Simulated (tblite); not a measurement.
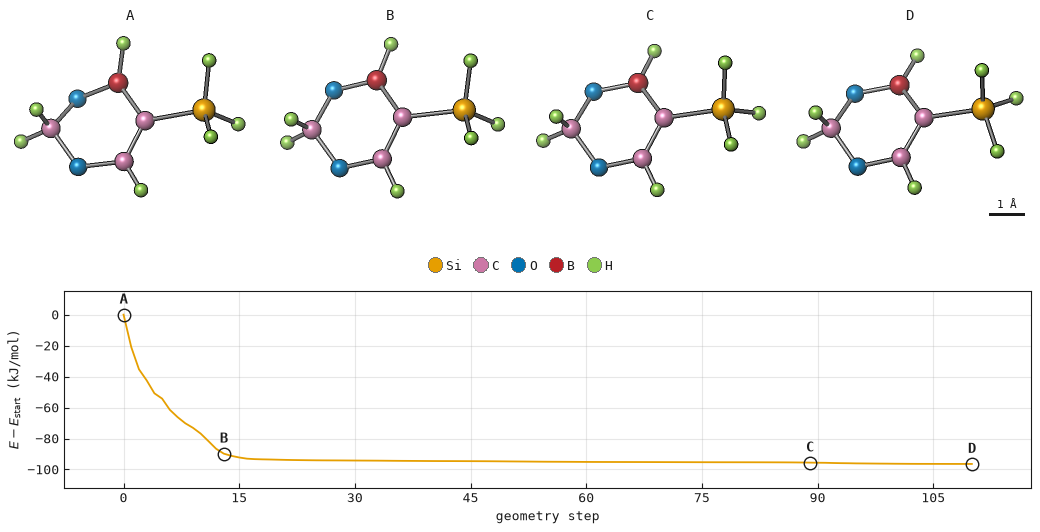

Frames of a relaxation of C₃H₇BO₂Si, marked on the history of the run. A ball-and-stick model, seen at a tilt.

Method: tblite, GFN2-xTB geometry optimisation, gas phase. 

Describe the path.

Over 110 geometry steps the energy falls by 96.4 kJ/mol. An H atom moves most after the best rigid fit: 1.19 Å. Largest moves by element: H 1.19 Å, O 0.31 Å, B 0.21 Å, C 0.16 Å, Si 0.10 Å. Near-neighbour distances that change, for instance: B–O 1.483 → 1.347 Å, C–O 1.414 → 1.362 Å, C–O 1.421 → 1.393 Å, C–Si 1.857 → 1.873 Å. Among the angles between lasting bonds that change: C–O–B 107.9° → 119.2°, O–C–H 119.4° → 109.7°, C–C–O 118.6° → 125.0°. Groups turn about B–O by about 50°, C–Si by about 40°, C–O by about 25°. From step 0 to 13: an H atom moves most (0.58 Å), energy −89.8 kJ/mol. From step 13 to 89: H atoms move most (0.43 Å), energy −5.77 kJ/mol. From step 89 to 110: H atoms move most (0.44 Å), energy −0.86 kJ/mol.

| step | E − E(0), kJ/mol |
| --- | --- |
| 0 | 0.00 |
| 1 | -20.98 |
| 2 | -35.32 |
| 3 | -42.46 |
| 4 | -50.81 |
| 5 | -54.23 |
| 6 | -61.46 |
| 7 | -66.16 |
| 8 | -70.14 |
| 9 | -73.10 |
| 10 | -76.83 |
| 15 | -92.25 |
| 21 | -93.80 |
| 26 | -94.11 |
| 31 | -94.25 |
| 36 | -94.43 |
| 42 | -94.58 |
| 47 | -94.67 |
| 52 | -94.87 |
| 57 | -95.04 |
| 63 | -95.16 |
| 68 | -95.21 |
| 73 | -95.28 |
| 78 | -95.33 |
| 84 | -95.38 |
| 89 | -95.56 |
| 94 | -95.97 |
| 99 | -96.24 |
| 105 | -96.39 |
| 110 | -96.43 |
